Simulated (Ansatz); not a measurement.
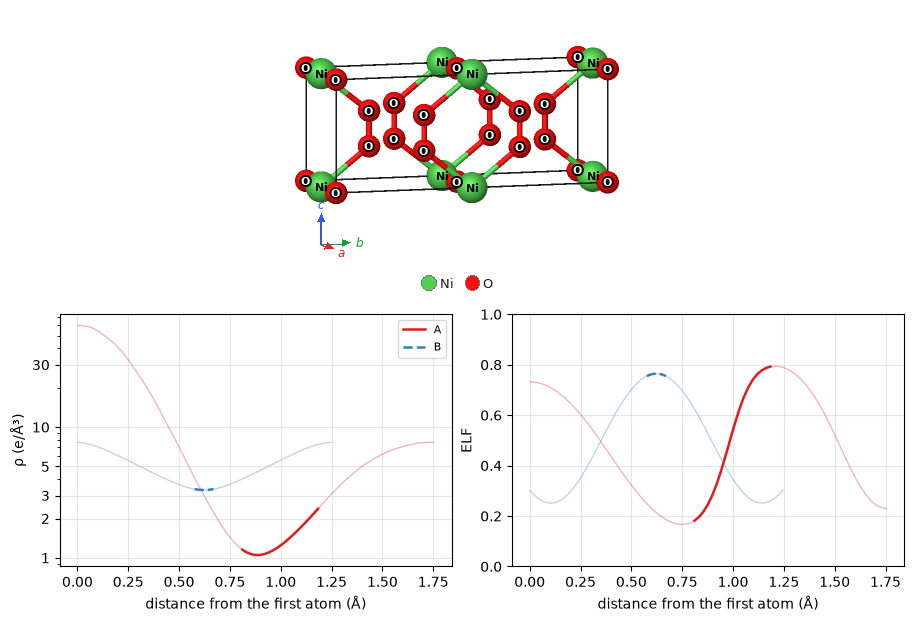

Figure 1: NiO$_{5}$. Valence charge density (pseudo) and ELF along straight lines between neighbouring atoms. Thin, pale parts lie inside the atomic spheres. The structure is drawn too.

Space group Cmmm; a generated structure, not necessarily the stable one; spin-polarised.

These are results of Ansatz 0.2.0, DFT PBE, scalar-relativistic, plane waves, PAW, not measurements.

In a PAW calculation such maps are meaningful between the atoms, not at the nuclei.

```
Ni O
1.0
     3.50659    0.00000    0.00000
     0.00000    9.89375    0.00000
     0.00000    0.00000    3.97019
Ni O
2 10
Direct
  0.00000 0.50000 0.00000
  0.50000 0.00000 0.00000
  0.00000 0.32384 0.34314
  0.50000 0.82384 0.34314
  0.00000 0.67616 0.34314
  0.50000 0.17616 0.34314
  0.00000 0.67616 0.65686
  0.50000 0.17616 0.65686
  0.00000 0.32384 0.65686
  0.50000 0.82384 0.65686
  0.00000 0.00000 0.00000
  0.50000 0.50000 0.00000
```

Question: Which curve belongs to which contact (Ni–O and O–O)? The first atom named is at distance zero.

Answer: Curve A: Ni–O (1.75 Å): ρ is about 1.1 e/Å³ halfway; the ELF peaks at about 0.80 in the valence shell of O, 0.5 Å from its nucleus, and is about 0.25 at the midpoint; no shared electron pair shows on this line. Curve B: O–O (1.25 Å): ρ at the midpoint is about 3.3 e/Å³; the ELF peaks at about 0.75 between the atoms.
